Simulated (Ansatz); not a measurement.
## Electronic structure of AlH$_{7}$O$_{4}$Si (SMILES [OH][Al-]([OH])([OH2+])[O][SiH3]) in real space

Input

```
crystal:
  periodic: [false, false, false]
  atoms:
    - {symbol: Al, position_ang: [-0.325864, 0.841847, 0.459122]}
    - {symbol: O, position_ang: [0.092555, 1.630924, 1.936063]}
    - {symbol: O, position_ang: [-0.292489, -0.881832, 0.420268]}
    - {symbol: O, position_ang: [-2.187180, 0.813479, 1.078062]}
    - {symbol: O, position_ang: [-0.124048, 1.679625, -1.015473]}
    - {symbol: Si, position_ang: [-0.049233, 2.636722, -2.336317]}
    - {symbol: H, position_ang: [0.893070, 2.123814, 2.110881]}
    - {symbol: H, position_ang: [0.176347, -1.406489, -0.227896]}
    - {symbol: H, position_ang: [-2.329298, -0.142092, 1.184036]}
    - {symbol: H, position_ang: [-2.059969, 1.184740, 1.968844]}
    - {symbol: H, position_ang: [-1.407013, 3.139728, -2.719786]}
    - {symbol: H, position_ang: [0.510447, 1.886800, -3.505686]}
    - {symbol: H, position_ang: [0.829248, 3.826130, -2.093993]}
basis:
  gaussian:
    orbitals: def2-SVPD
total_charge: 0
hamiltonian:
  xc: pbe0
output:
  forces: true
  orbitals: {seedname: orbitals}
```

Launched as:

```sh
ansatz run input.yaml --threads 2 --pin off --max-ram 6090MiB --events-out events.jsonl --progress --plain --runs-dir runs
```

Geometry: PBE0-D4/def2-SVP.

The calculation used Ansatz, isolated molecule in a Gaussian basis; Kohn-Sham density functional theory, functional PBE0.

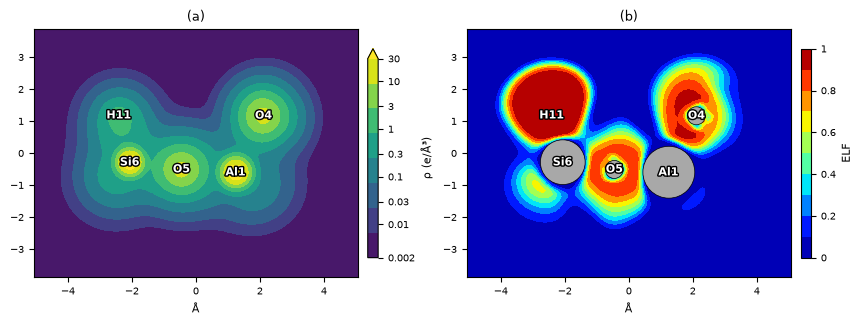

Figure 1. (a) total electron density; (b) ELF on the plane of atoms O4, Al1 and O5. Grey discs cover the atomic cores in the ELF map.

Question: Describe what can be read from this map.

Answer:
- The section cuts through Al, O, Si and H sites.
- Si–O (1.63 Å): the density is about 1.1 e/Å³ at the midpoint; the ELF peaks at about 0.85 between the atoms, as expected for a polar covalent bond.
- Al–O (1.71 Å): ρ is about 0.79 e/Å³ halfway; the ELF peaks at about 0.85 in the valence shell of O, 0.6 Å from its nucleus, and is about 0.40 at the midpoint.
- Al–O (1.96 Å): the density is about 0.46 e/Å³ at the midpoint; the ELF peaks at about 0.90 in the valence shell of O, 0.7 Å from its nucleus, and is about 0.45 at the midpoint.
- Si–H (1.50 Å): ρ at the midpoint is about 0.76 e/Å³; the ELF climbs to about 1 towards the hydrogen, as it does in any bond to H.
- The ELF also peaks beside O5 and O4, away from the bonds: lone-pair regions.

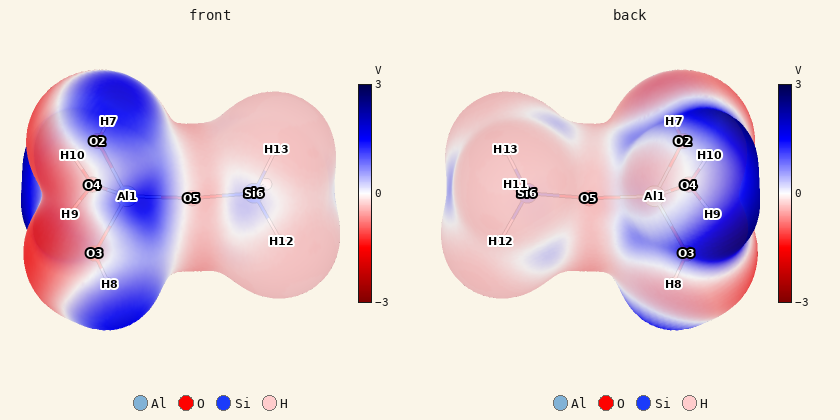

Figure 2. The electrostatic potential painted on the density surface at 0.001 e/bohr³, seen from the front and from behind; red is negative and blue positive.

Question: Where is the surface potential most negative and most positive?

Answer: The most negative region (about −1.3 V, or −30 kcal/mol for a unit charge) lies over O3, the most positive (about +2.4 V, or +55 kcal/mol for a unit charge) over H9 and H10. O3 is the likeliest acceptor of a hydrogen bond.

Question: What dipole moment does the calculation give?

Answer: Its dipole moment is 1.99 D.

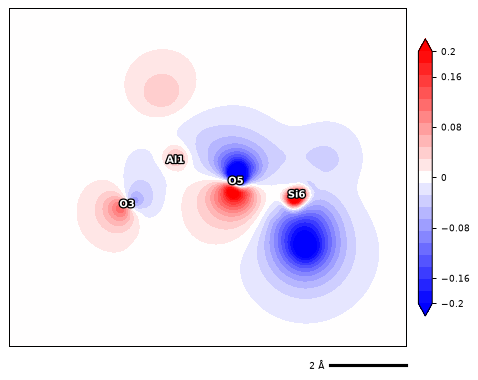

Figure 3. The HOMO−1 on the plane of atoms O3, Al1 and O5 (values in Å⁻³ᐟ²; the overall sign is arbitrary).

Question: Where does this orbital lie, and at what energy?

Answer: By Hirshfeld shares it lies mainly on O5 (about 35 %), Si6 (about 25 %), H11 (about 25 %) and H12 (about 5 %). Its energy is −8.32 eV.
